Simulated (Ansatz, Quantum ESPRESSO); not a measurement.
# ZrPbO3 (Pm-3m): zone-centre phonons, part 3 of 3

Which modes does ZrPbO3 (Pm-3m) have at the zone centre?

Quantum ESPRESSO 7.5; DFT LDA, scalar-relativistic, plane waves, JTH PAW pseudopotentials.

So far. Step 6 (Zone-centre response): The acoustic modes at Γ come out as far as 0.8 cm⁻¹ from zero, where they should vanish, a small numerical error; the Born charges miss their sum rule by 0.049 e, which is fair. The lowest optical mode is imaginary, 144i cm⁻¹, an instability at this level and on this k mesh. Step 7 (Modes with the sum rule): The rule moves no optical mode by more than 0.3 cm⁻¹. The relaxed cell has a = 4.103 Å (conventional setting).

### 9. Modes along a direction of q (1 0 0)

A longitudinal polar mode sets up a macroscopic field that stiffens it; the term hangs on the direction from which q goes to zero.

dynmat.in reads:

```
&input
   fildyn = 'g.dyn'
   asr = 'simple'
   fileig = 'dynmat.eig'
   q(1) = 1.0
   q(2) = 0.0
   q(3) = 0.0
/
```

The run is started by

```sh
dynmat.x -in dynmat.in > dynmat.out
```

Numbers of over 12 decimals in the logs are rounded to 6 here.

What it wrote:

```text
[banner, memory and clock lines left out]
Program DYNMAT v.7.5

     Reading Dynamical Matrix from file g.dyn
     ...Force constants read
     ...epsilon and Z* read

     Polarizability (A^3 units)
     multiply by 0.333817 for Clausius-Mossotti correction
        32.911220    0.000000    0.000000
         0.000000   32.911220    0.000000
         0.000000    0.000000   32.911220

     IR activities are in (D/A)^2/amu units

# mode   [cm-1]    [THz]      IR
    1   -143.66   -4.3068   26.0080
    2   -143.66   -4.3068   26.0080
    3     -0.00   -0.0000    0.0000
    4      0.00    0.0000    0.0000
    5      0.00    0.0000    0.0000
    6     18.51    0.5549    0.0000
    7     18.51    0.5549    0.0000
    8     18.51    0.5549    0.0000
    9     86.43    2.5913    0.7082
   10    152.54    4.5731    9.7703
   11    152.54    4.5731    9.7703
   12    318.16    9.5383   13.3543
   13    580.86   17.4137   26.5544
   14    580.86   17.4137   26.5544
   15    711.88   21.3416   48.2702

[end of the log left out, with the tail of the file of modes that dynmat.x writes under the same name]
```

The job ended after 0.46 s (1 thread of Arm Neoverse V2, shared host).

Numbers from this step:

* highest mode moved by the LO-TO term: 711.9 cm⁻¹

Zone-centre frequencies as printed; negative means imaginary. Modes:

```
mode  frequency (cm⁻¹)
   1            -143.7
   2            -143.7
   3                 0
   4                 0
   5                 0
   6             18.51
   7             18.51
   8             18.51
   9             86.43
  10             152.5
  11             152.5
  12             318.2
  13             580.9
  14             580.9
  15             711.9
```

The field moves 3 modes; the highest of them now lies at 712 cm⁻¹, where the highest that moved away lay at 581.

### 10. Cross-check with Ansatz

The same cell goes through another code, with its own cutoff. The potentials differ. Its k mesh is centred on Γ.

This step: DFT LDA, scalar-relativistic, plane waves, PAW (Ansatz 0.2.0).

input.yaml reads:

```yaml
crystal:
  lattice:
    - [4.103133728, 0.0, 0.0]
    - [0.0, 4.103133728, 0.0]
    - [0.0, 0.0, 4.103133728]
  atoms:
    - { symbol: Zr, position: [0.0, 0.0, 0.0] }
    - { symbol: Pb, position: [0.5, 0.5, 0.5] }
    - { symbol: O, position: [0.5, 0.0, 0.0] }
    - { symbol: O, position: [0.0, 0.0, 0.5] }
    - { symbol: O, position: [0.0, 0.5, 0.0] }
kpoints:
  mp_grid: { grid: [6, 6, 6] }
hamiltonian:
  xc: lda
scf:
  occupations: { method: fixed }
output:
  eigenvalues: true
phonons:
  method: dfpt
  dielectric: true
  rigid_motions: translations
```

The run is started by

```sh
ansatz run input.yaml --threads 4 --pin off --max-ram 8192MiB --backend cpu --events-out ev --progress --plain --runs-dir out
```

What it wrote:

```text
Engine: ansatz 0.2.0, aarch64-unknown-linux-gnu
Pseudopotentials: kind: paw
Pseudopotential: Zr, paw, valence charge 12, recommended cutoff 420 eV (normal), Zr.paw.azcp
Pseudopotential: Pb, paw, valence charge 14, recommended cutoff 420 eV (normal), Pb.paw.azcp
Pseudopotential: O, paw, valence charge 6, recommended cutoff 420 eV (normal), O.paw.azcp
Functional definition: SPW92
  exchange = slater_x
  correlation = pw_c
Crystal: 5 atoms, lattice volume = 69.079 Å³
Basis set: ecut = 420 eV, 1357 PW (Γ), exchange–correlation on 60×60×60 points (8 copies of the dense FFT grid, shifted against one another)
Bands: 27, of which v1, the nominal top of the filled ones, is band 22 counted from 1 (21 counted from 0)
Symmetry: 48 space group operations
k-points: 80 of 216 (irreducible under 2 space group operations, time reversal used)
Non-local potential: Zr, projectors of the file, l = 0: 3, l = 1: 2, l = 2: 2, l = 3: 2
Non-local potential: Pb, projectors of the file, l = 0: 2, l = 1: 2, l = 2: 2, l = 3: 2
Non-local potential: O, projectors of the file, l = 0: 2, l = 1: 2, l = 2: 1
PAW form: soft (Blöchl's): semilocal exchange-correlation on the pseudo side does not see the compensation charge
PAW frozen core: Zr, regenerated for the run's functional, and the local potential with it (the file was generated under x = pbe(κ = 0.804, μ = 0.219515), c = pbe(β = 0.066725))
PAW frozen core: Pb, regenerated for the run's functional, and the local potential with it (the file was generated under x = pbe(κ = 0.804, μ = 0.219515), c = pbe(β = 0.066725))
PAW frozen core: O, regenerated for the run's functional, and the local potential with it (the file was generated under x = pbe(κ = 0.804, μ = 0.219515), c = pbe(β = 0.066725))
PAW one-centre angular grid: Zr, 590 points (default); XC on 64 Gauss nodes
PAW one-centre angular grid: Pb, 590 points (default); XC on 64 Gauss nodes
PAW one-centre angular grid: O, 110 points (default); XC on 64 Gauss nodes
Initial density: superposition of atomic densities (neutral atoms: chi_scale 0, normalization atom), corrected by the library's trained network
Initial wavefunctions: pseudopotential atomic-orbital guess
Functional: x = slater, c = lda
SCF iter   1: F=—  HF=-17350.485205 eV  |F-HF|=—  |Δ(HF+E_count)|=         —  Δρ=1.84e-2  dr2=2.25e-1  ethr=1.77e-3  ⟨swp⟩=4.9  Hψ=8722  notcnv=0  defer=209
preconditioner: auto → Resta (q_TF=auto, 2.531 Å⁻¹)  ε∞=4.4  [insulator: Δε(μ)=2.142 eV  Ē_g=15.657 eV  n_scr=18 (ndim 8)  ℏωp=29.0 eV  f_vac=0.000  ε∞_Penn≈4.4]
SCF iter   2: F=—  HF=-17350.436418 eV  |F-HF|=—  |Δ(HF+E_count)|=   4.88e-2  Δρ=6.52e-3  dr2=1.35e-2  ethr=5.11e-4  ⟨swp⟩=2.1  Hψ=3680  notcnv=0  defer=211
SCF iter   3: F=—  HF=-17350.432732 eV  |F-HF|=—  |Δ(HF+E_count)|=   3.69e-3  Δρ=2.13e-3  dr2=1.58e-3  ethr=3.06e-5  ⟨swp⟩=2.0  Hψ=3468  notcnv=0  defer=229
SCF iter   4: F=—  HF=-17350.432219 eV  |F-HF|=—  |Δ(HF+E_count)|=   5.13e-4  Δρ=3.05e-4  dr2=4.41e-5  ethr=3.59e-6  ⟨swp⟩=2.4  Hψ=3661  notcnv=0  defer=223
SCF iter   5: F=—  HF=-17350.432214 eV  |F-HF|=—  |Δ(HF+E_count)|=   4.82e-6  Δρ=3.21e-5  dr2=3.28e-7  ethr=1.00e-7  ⟨swp⟩=2.5  Hψ=3437  notcnv=0  defer=105
SCF iter   6: F=—  HF=-17350.432212 eV  |F-HF|=—  |Δ(HF+E_count)|=   2.37e-6  Δρ=5.14e-6  dr2=1.27e-8  ethr=7.46e-10  ⟨swp⟩=2.1  Hψ=2973  notcnv=0  defer=90
SCF iter   7: F=—  HF=-17350.432212 eV  |F-HF|=—  |Δ(HF+E_count)|=   6.64e-9  Δρ=6.70e-7  dr2=2.46e-10  ethr=2.89e-11  ⟨swp⟩=2.4  Hψ=3403  notcnv=0  defer=90
SCF iter   8: F=-17350.432212 eV  HF=-17350.432212 eV  |F-HF|=0.00e0  |Δ(HF+E_count)|=  8.73e-11  Δρ=1.57e-7  dr2=1.12e-11  ethr=1.00e-12  ⟨swp⟩=11.7  Hψ=12491  notcnv=0
SCF 1 converged in 8 iterations: F = -17350.432212 eV  dr2 = 1.12e-11
  greatest PAW one-centre occupation: 0.997 electrons in one spin orbital (limit 2), on the Zr atom at site 0 (counted from 0), in its partial waves of l = 0
DFPT response loops at Γ: preconditioner auto → none (the input reference at scf.mixing.eps_inf says where Resta's filter doesn't serve); β = 0.50; Broyden in place of MSR1
── the response to a field inside a basis, on 6×6×6 k-points: an SCF that follows is theirs, and a resumed run solves both again ──
Bands: 23, of which v1, the nominal top of the filled ones, is band 22 counted from 1 (21 counted from 0)
k-points: 10 of 216
Initial density: handed on by an earlier stage of this run
Initial wavefunctions: pseudopotential atomic-orbital guess (no wavefunctions were taken with the density)
Eigensolver: Dense (10 Hₖ)
SCF iter   1: F=—  HF=-17350.435747 eV  |F-HF|=—  |Δ(HF+E_count)|=         —  Δρ=6.77e-4  dr2=5.15e-5  ethr=1.00e-1
preconditioner: auto → Resta (q_TF=auto, 2.531 Å⁻¹)  ε∞=5.0  [insulator: Δε(μ)=3.023 eV  Ē_g=14.393 eV  n_scr=18 (ndim 8)  ℏωp=29.0 eV  f_vac=0.000  ε∞_Penn≈5.0]
SCF iter   2: F=—  HF=-17350.435730 eV  |F-HF|=—  |Δ(HF+E_count)|=   1.69e-5  Δρ=3.12e-4  dr2=1.90e-5  ethr=1.17e-7
SCF iter   3: F=—  HF=-17350.435726 eV  |F-HF|=—  |Δ(HF+E_count)|=   3.93e-6  Δρ=1.35e-4  dr2=1.93e-6  ethr=4.31e-8
SCF iter   4: F=-17350.435726 eV  HF=-17350.435726 eV  |F-HF|=4.83e-9  |Δ(HF+E_count)|=   6.03e-7  Δρ=4.33e-6  dr2=7.88e-9  ethr=4.38e-9
SCF 1 converged in 4 iterations: F = -17350.435726 eV  dr2 = 7.88e-9
DFPT response loops at Γ: mixed as the last ones told, above
WARN: field response: ε∞ stands inside a basis, on 6×6×6 points; the force constants stand on the 6×6×6 k-mesh, whose period is 11.34 times the interband length at k = (0.0000, 0.0000, -0.5000), direct gap 2.363 eV, under 14: take them and everything formed from them as unconverged, and compare with a denser kpoints.mp_grid
SCF converged after 8 iterations
Free energy (F): -17350.432212 eV
Harris-Foulkes:  -17350.432212 eV  (|F-HF|=0.00e0)
Internal energy: -17350.432212 eV  (E = F + TS)
E sigma→0 (E₀):  -17350.432212 eV
Fermi energy:    9.798492 eV
--- Per-component energies (eV) ---
  E_band       = -110.642093
  E_kinetic    = 1148.144526
  E_local      = -2452.190272  (includes V_loc(G=0)·N_el)
  E_nonlocal   = 583.424386
  E_hartree    = 870.099453
  E_xc         = -600.640848
  E_vxc        = -608.165772  (∫ρ·V_xc dr)
  E_paw        = -13387.945940  (= ΣΔE_a)
  E_vpaw       = -522.061378  (= ΣTr[D̂ρ^β])
  E_aug_tail   = 0.007557  (compensation charges beyond the density's cutoff)
  E_ewald      = -3511.914525
  E_core_change = 0.583452  (= ΣΔE_core)
  E_smearing   = -0.000000  (= −TS)
  E_closure    = -0.000000  (closes the sum)
  Σ components = -17350.432212   (vs F -17350.432212, Δ=0.00e0)
--- Band table (eV; the first three rows and the last of 80) ---
  k-point 0: bands = [... 18 lower, 8.6825, 9.4293, 9.4293, 9.4293, 13.5121, 13.5121, 13.5121, 16.3823, ... 1 higher]
  k-point 1: bands = [... 18 lower, 8.6183, 8.7774, 9.3884, 9.3884, 13.5227, 14.0574, 14.0574, 15.0541, ... 1 higher]
  k-point 2: bands = [... 18 lower, 8.4933, 9.1118, 9.3729, 9.3729, 13.1886, 13.5441, 14.8547, 14.8547, ... 1 higher]
  k-point 79: bands = [... 18 lower, 6.2057, 9.7358, 9.7358, 9.7358, 15.5626, 15.5626, 15.5626, 17.2727, ... 1 higher]
--- Phonons (Γ-DFPT): 4 representative perturbations + reference, on 80 of 216 k-points (Σ response iterations 13) ---
  k mesh reduced under 2 symmetry operations, with k and −k counted as one. Each operation leaves every solved perturbation unchanged. A smaller set is not considered because the run solves the response to a homogeneous field
  ASR residual: 7.978e-5 → 0.000e0 eV/Å²; symmetrization residual: 2.243e-5 eV/Å²
  ASR residual per site (eV/Å²): 2.21e-5 7.98e-5 7.10e-5 7.10e-5 7.10e-5
  Γ frequencies (cm⁻¹): -144.54 -144.54 -144.54 -8.55 -8.55 -8.55 0.00 0.00 0.00 151.33 151.33 151.33 583.12 583.12 583.12
  ε∞ (high-frequency dielectric tensor):
        6.930106     0.000000     0.000000
        0.000000     6.930106     0.000000
        0.000000     0.000000     6.930106
  softest optical mode at Γ: -144.54 cm⁻¹; the repairs (sum rule, projections) moved no ω² at Γ by more than (2.63 cm⁻¹)²
  Born effective charges Z* (e; rows j = field, columns β = displacement):
    site 0:
         5.90999   -0.00000   -0.00000
         0.00000    5.90999    0.00000
        -0.00000    0.00000    5.90999
    site 1:
         3.92716    0.00000   -0.00000
         0.00000    3.92716    0.00000
         0.00000    0.00000    3.92716
    site 2:
        -4.85654   -0.00000   -0.00000
        -0.00000   -2.49031    0.00000
        -0.00000    0.00000   -2.49031
    site 3:
        -2.49031    0.00000   -0.00000
        -0.00000   -2.49031    0.00000
        -0.00000   -0.00000   -4.85654
    site 4:
        -2.49031    0.00000    0.00000
         0.00000   -4.85654    0.00000
        -0.00000    0.00000   -2.49031
  Z* charge neutrality: 1.179e-2 e pre-enforcement
  solved inside a basis spanned on kpoints, on 6×6×6 k-points, its susceptibility summed on 10×10×10: ε∞ is read to err by 2.8e-2, Z* by 4.5e-2 e (field_mesh: kpoints solves on kpoints); Z* is corrected for what the basis lacks
  optical modes at Γ without the LO–TO term, one row a degenerate level:
      ω (cm⁻¹)  modes    IR ((D/Å)²/amu)
       -144.54      3            78.9801
         -8.55      3             0.0000
        151.33      3            28.5833
        583.12      3            79.7796
  optical modes at Γ + LO–TO along q̂ = [1.0000, 0.0000, 0.0000]:
      ω (cm⁻¹)  modes    IR ((D/Å)²/amu)
       -144.54      2            52.6534
         -8.55      3             0.0000
         86.94      1             0.6879
        151.33      2            19.0556
        318.75      1            13.3961
        583.12      2            53.1864
        714.91      1            48.3637
  optical modes at Γ + LO–TO along q̂ = [0.0000, 1.0000, 0.0000]:
      ω (cm⁻¹)  modes    IR ((D/Å)²/amu)
       -144.54      2            52.6534
         -8.55      3             0.0000
         86.94      1             0.6879
        151.33      2            19.0556
        318.75      1            13.3961
        583.12      2            53.1864
        714.91      1            48.3637
  optical modes at Γ + LO–TO along q̂ = [0.0000, 0.0000, 1.0000]:
      ω (cm⁻¹)  modes    IR ((D/Å)²/amu)
       -144.54      2            52.6534
         -8.55      3             0.0000
         86.94      1             0.6879
        151.33      2            19.0556
        318.75      1            13.3961
        583.12      2            53.1864
        714.91      1            48.3637
```

Elapsed: 29 s, on 4 threads; peak memory 0.94 GiB.

Read from the output:

* gap on the k-mesh: 2.363 eV
* sum-rule residual before enforcement: 7.98e-5 eV/Å²
* miss of the charge sum rule: 0.01179 e
* estimated error of the dielectric tensor: 0.02823
* estimated error of the Born charges: 0.04545 e
* highest optical zone-centre mode (no LO-TO term): 583.1 cm⁻¹
* lowest optical zone-centre mode: -144.5 cm⁻¹
* mean high-frequency dielectric constant: 6.930
* largest Born charge in size (third of the trace): 5.91 e
* highest mode moved by the LO-TO term: 714.9 cm⁻¹

Transverse modes; imaginary modes left out. Lines of the infrared spectrum (strongest = 100):

| position (cm⁻¹) | label | IR intensity ((D/Å)²/amu), degenerate modes summed, relative |
| --- | --- | --- |
| 151 | T1u | 36 |
| 583 | T1u | 100 |

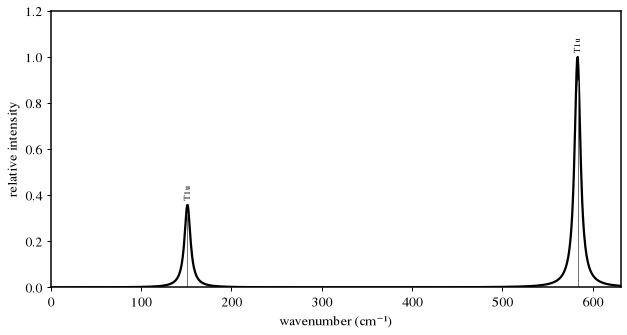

The infrared spectrum, broadened with Lorentzians of width 8 cm⁻¹; bars mark the lines.

The log warns that the force constants on this k mesh are to be taken as unconverged.

### 11. The two compared: QE JTH and Ansatz, PAW

Worked out from the results:

```yaml
root_mean_square_difference: 13.6 cm⁻¹
largest_difference: 27.06 cm⁻¹
```

The 12 of 12 modes that differ most. Frequencies side by side:

```
q (reciprocal lattice)  mode  QE JTH (cm⁻¹)  Ansatz, PAW (cm⁻¹)
                 0 0 0     1         -143.7              -144.5
                 0 0 0     2         -143.7              -144.5
                 0 0 0     3         -143.7              -144.5
                 0 0 0     7          18.51               -8.55
                 0 0 0     8          18.51               -8.55
                 0 0 0     9          18.51               -8.55
                 0 0 0    10          152.5               151.3
                 0 0 0    11          152.5               151.3
                 0 0 0    12          152.5               151.3
                 0 0 0    13          580.9               583.1
                 0 0 0    14          580.9               583.1
                 0 0 0    15          580.9               583.1
```

The two runs side by side. Further quantities:

| quantity | QE JTH | Ansatz, PAW |
| --- | --- | --- |
| mean ε∞ | 6.987 | 6.93 |
| largest Born charge in size (e; the first before, the second after the charge sum rule) | 5.911 | 5.91 |
| summed IR intensity ((D/Å)²/amu) | 187 | 187.3 |

At the zone centre the largest difference (acoustic modes at Γ apart) is 5 % of the highest mode, but 146 % of the mode at 19 cm⁻¹ on which it sits.

### 12. Summary of results

| Property | Result |
| --- | --- |
| space group after relaxation | Pm-3m |
| volume per atom | 13.8 Å³ |
| gap on the k-mesh | 2.36 eV |
| highest optical zone-centre mode (no LO-TO term) | 580.9 cm⁻¹ |
| lowest optical zone-centre mode | -143.7 cm⁻¹ |
| highest mode moved by the LO-TO term | 711.9 cm⁻¹ |
| mean high-frequency dielectric constant | 6.99 |
| largest Born charge in size (third of the trace) | 5.91 e |
| imaginary optical modes at the zone centre (no q mesh in this session) | yes |
| largest difference from Ansatz, PAW | 27.1 cm⁻¹ |

**Reading.** At the LDA level the optical modes of ZrPbO3 (Pm-3m) at the zone centre (no LO-TO term) run from 144i to 581 cm⁻¹, so the structure is a saddle point, with 3 modes beyond 10i cm⁻¹ there. Along the directions run, the highest mode that the macroscopic field moves lies at 712 cm⁻¹. Of the 12 optical modes, 9 are infrared active alone and 3 are silent. QE JTH and Ansatz, PAW differ by 13.6 cm⁻¹ in the root mean square and by 27.1 cm⁻¹ at most, 4.7 % of the highest mode compared (acoustic modes at Γ left out); the two use different potentials, and the cell was not relaxed for the second set. These are harmonic frequencies at zero temperature: anharmonic shifts and linewidths and thermal expansion are left out. Spin-orbit coupling is left out, which can matter for the heavy elements here. Ansatz's log warns that force constants on this k mesh are to be taken as unconverged, an error that the frequencies of both programs share. The structure comes from a database and need not be the phase that is stable at ambient conditions.

[Host names and launcher messages were left out of these logs when they were recorded.]

[Logs are printed without paths, hosts, clocks, repeated set-up lines and the standing remarks that a program may print on its own settings, such as how far it seeks lower states.]

[Hosts, paths, dates, database ids (printed as entryN), source tags and the programs' standing remarks are cut or masked in the printed files.]
